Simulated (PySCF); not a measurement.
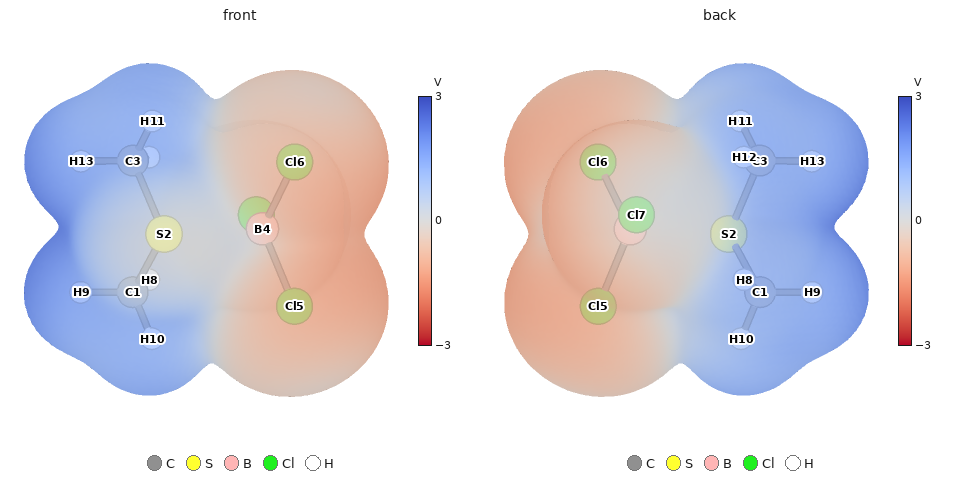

The picture shows: C$_{2}$H$_{6}$BCl$_{3}$S. The molecular electrostatic potential painted on the density surface at 0.002 e/bohr³, seen from the front and from behind; red is negative and blue positive.

Geometry: GFN2-xTB.

All numbers below come from PySCF 2.14.0, CAM-B3LYP/def2-SVPD, SCF density, in a chloroform solvent model.

```xyz
13

C    -0.6080   -1.5359    0.2185
S    -0.1181    0.0496    0.9521
C    -1.1844    1.1716    0.0056
B     1.7529    0.3674   -0.0833
Cl    2.8228   -0.9109    0.5917
Cl    2.1894    2.0553    0.3590
Cl    1.3499    0.1441   -1.8318
H    -0.4634   -1.4909   -0.8570
H    -1.6444   -1.7308    0.4724
H     0.0354   -2.2956    0.6510
H    -0.9170    2.1821    0.2981
H    -1.0009    1.0280   -1.0553
H    -2.2185    0.9666    0.2612
```

Where is the surface potential most negative and most positive?

Answer. The most negative region (about −1.2 V, or −28 kcal/mol for a unit charge) lies over Cl5 and Cl6, the most positive (about +2.1 V, or +48 kcal/mol for a unit charge) over S2, H9 and H13.

What dipole moment does the calculation give?

Answer. Its dipole moment is 7.18 D.
